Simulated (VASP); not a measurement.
Band structure of ZrO (relaxed from the wurtzite structure, space group P6_3mc). Computed with PBEsol GGA, VASP's PBE PAW potentials (set 64) (plane waves; VASP 6.6.1).

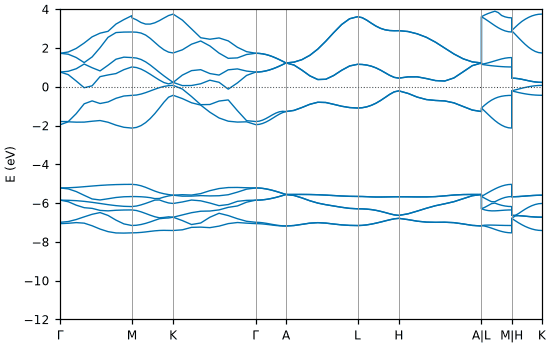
Bands along high-symmetry lines, zero at the valence-band maximum or, without a gap, the Fermi level

Read the plot: is there a gap, and where are the band edges?

It has no gap at this level: it comes out as a metal or semimetal. (Edges off the drawn lines would not show.)

The structure was generated: ZrO was put into the wurtzite type (P6_3mc), which need not be its known phase. It was relaxed first, which changed the volume by -33 %.
